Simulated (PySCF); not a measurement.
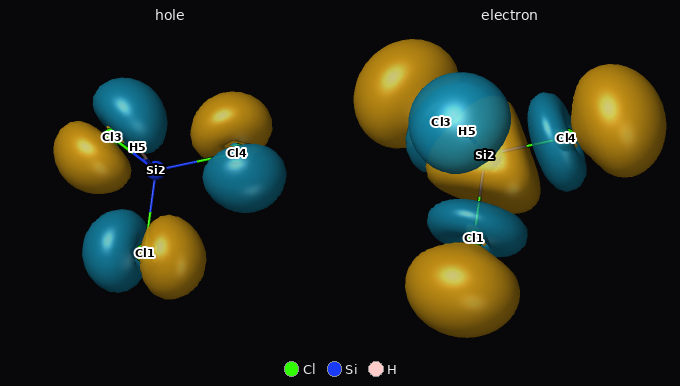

Cl$_{3}$HSi, SMILES `Cl[SiH](Cl)Cl`. Leading natural transition orbital pair of T₁ (TDA triplet states); the surfaces enclose about 85 % of each orbital's density.

PySCF calculation, B3LYP/6-31+G*, gas phase; geometry: GFN2-xTB. No frequency check shows the geometry to be a minimum. GFN2-xTB bond lengths at metals and heavier atoms can be off by up to 0.1 Å and shapes distorted, which carries into these values.

Input

```python
import numpy as np
from pyscf import gto, scf, dft, tdscf
from pyscf.scf import atom_ks, atom_hf
from scipy.linalg import block_diag

def solve(mol, dm0=None, hcore=None):
    mf = (dft.UKS if mol.spin else dft.RKS)(mol, xc='b3lyp')
    mf.grids.level = 3
    mf = mf.density_fit(auxbasis='def2-universal-jkfit')
    mf.conv_tol, mf.max_cycle = 1e-8, 80
    if hcore is not None:
        mf.get_hcore = lambda *args: hcore
    mf.kernel(dm0)
    if not mf.converged:
        mf = mf.newton().run(mf.mo_coeff, mf.mo_occ, max_cycle=30)
    assert mf.converged, 'SCF not converged'
    return mf

mol = gto.M(atom='''
Cl    -0.50847     1.82719     0.17304
Si     0.00024    -0.00075    -0.49241
Cl    -1.32871    -1.35334     0.17342
Cl     1.83701    -0.47311     0.17336
H     -0.00035    -0.00204    -1.94307
''', basis='6-31+g*', charge=0, spin=0, verbose=4)
mf = solve(mol)
td = mf.TDA()
td.nstates, td.singlet, td.conv_tol = 6, False, 1e-5
td.kernel()
td.analyze()
x, y = np.array([p[0] for p in td.xy]), np.array([p[1] + 0 * p[0] for p in td.xy])
f, mu = np.zeros(len(td.e)), np.zeros((len(td.e), 3))
nto = [td.get_nto(state=i + 1, verbose=4) for i in range(len(td.e))]
# spherically averaged free atoms, for the promolecule
atm = atom_ks.get_atm_nrks(mol, xc='b3lyp')
pro = block_diag(*[(atm[a[0]][2] * atm[a[0]][3]) @ atm[a[0]][2].T for a in mol._atom])
np.savez('result.npz', e=td.e, f=f, ok=td.converged, w=[n[0] for n in nto], nto=[n[1] for n in nto], x=x, y=y, c=mf.mo_coeff, occ=mf.mo_occ, eps=mf.mo_energy, pro=pro, mu=mu)
```

Launched as:

```sh
OMP_NUM_THREADS=1 python input.py
```

The run took 30 s on 1 thread of AMD EPYC 9R14 (Zen 4), with other jobs on the host, peak memory 0.51 GiB.

Q: Give its energy and the atoms that hole and electron lie on.

A: 7.18 eV (173 nm), spin-forbidden from the singlet ground state, partly diffuse acceptor orbital; the leading pair carries 95 %; hole on Cl1, Cl3 and Cl4 (32 % each), electron on Si2 (32 %), Cl1, Cl3 and Cl4 (21 % each) and H5 (5 %) (atom shares of so diffuse an orbital are rough); their centroids lie 0.2 Å apart. In canonical orbitals it is mainly HOMO → LUMO (92 %). The HOMO–LUMO gap is 8.62 eV.
